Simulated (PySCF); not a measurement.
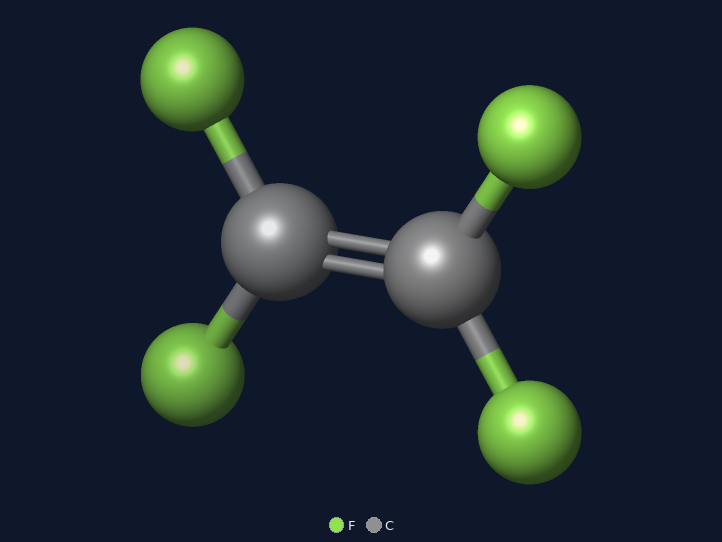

Rendered structure (ball-and-stick style). Double and triple bonds are drawn as two and three sticks.

**Count the atoms of each element.**

C₂F₄, 6 atoms: 2 carbon and 4 fluorine.

**Give a SMILES string for it.**

FC(F)=C(F)F

**Count the bonded pairs by element.**

4 C–F, 1 C–C.

The parts below concern this one geometry. Atoms keep their numbers from picture to picture. Computed geometry: PBE0-D3(BJ)/def2-SVP optimisation. No frequency run is at hand to confirm it as a minimum.

**Shape**

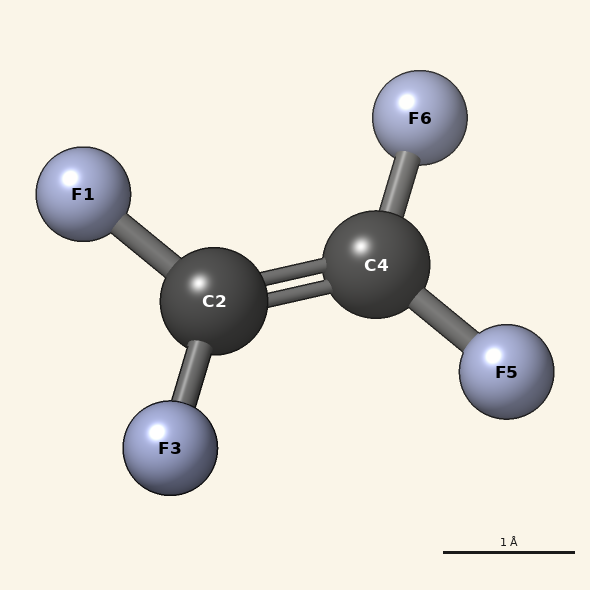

No frequency run is at hand to confirm it as a minimum.

Estimate the angles F1–C2–C4, F1–C2–F3.

| angle | degrees |
| --- | --- |
| F1–C2–C4 | 123.2 |
| F1–C2–F3 | 113.7 |

**Levels of theory compared**

No frequency run is at hand to confirm it as a minimum. Program: PySCF 2.14.0.

At this fixed geometry, give HOMO–LUMO gap (eV) at these levels: PBE0/6-31+G*; PBE0/aug-cc-pVDZ; PBE0/aug-cc-pVTZ; PBE0/def2-TZVP; PBE0/def2-TZVPD.

```
           level  HOMO–LUMO gap (eV)
    PBE0/6-31+G*                7.77
PBE0/aug-cc-pVDZ                7.70
PBE0/aug-cc-pVTZ                7.63
  PBE0/def2-TZVP                8.31
 PBE0/def2-TZVPD                7.66
```

**Excitation**

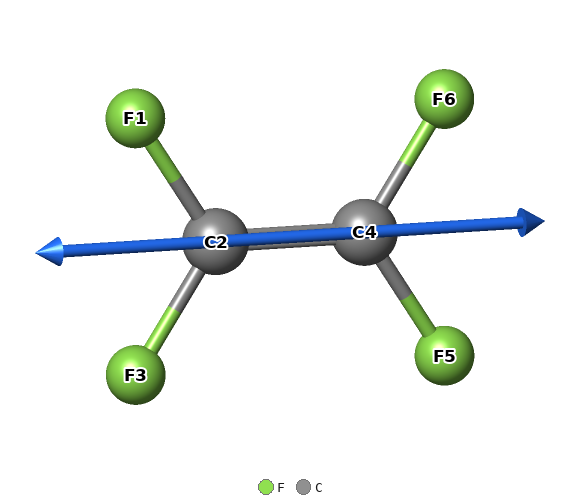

The double arrow shows the direction of the transition dipole to excited singlet state 5 (its length means nothing). No frequency run is at hand to confirm it as a minimum. Level of theory: TDDFT PBE0/def2-TZVPD, vertical, gas phase, core orbitals frozen in the response (PySCF 2.14.0).

**How is the transition polarised?**

In the molecular plane, nearly parallel to the C2–C4 bond.

**Where does the transition lie, and how strong is it?**

8.33 eV (149 nm), oscillator strength 0.39, mainly HOMO → LUMO+1 (weight 0.96); transition dipole 3.53 D.

**Polarisability**

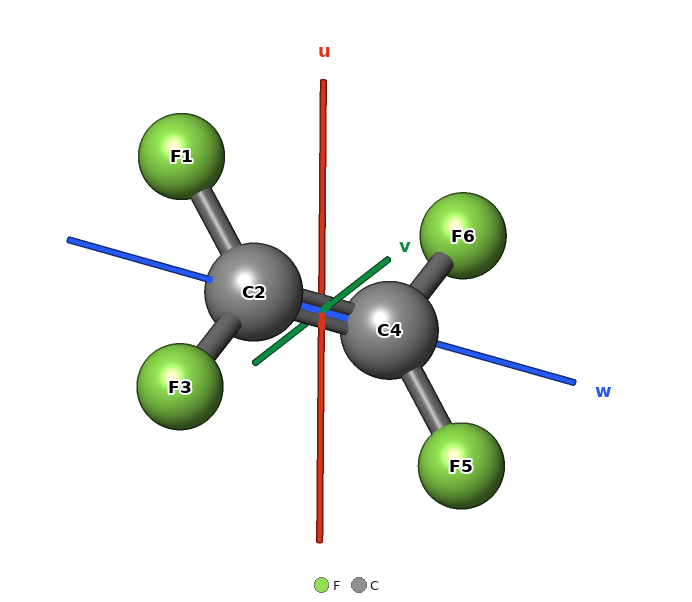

The lines u, v and w are the principal axes of the static dipole polarisability. No frequency run is at hand to confirm it as a minimum. Level of theory: PBE0/6-31+G* (PySCF 2.14.0).

**Along which axis is the molecule most polarisable, and along which least?**

Most along w (in the molecular plane, nearly parallel to the C2–C4 bond), least along v (normal to the molecular plane).

**Give the three principal values.**

u 26.0, v 17.8, w 35.8 bohr³; mean 26.5, anisotropy 15.6 bohr³.
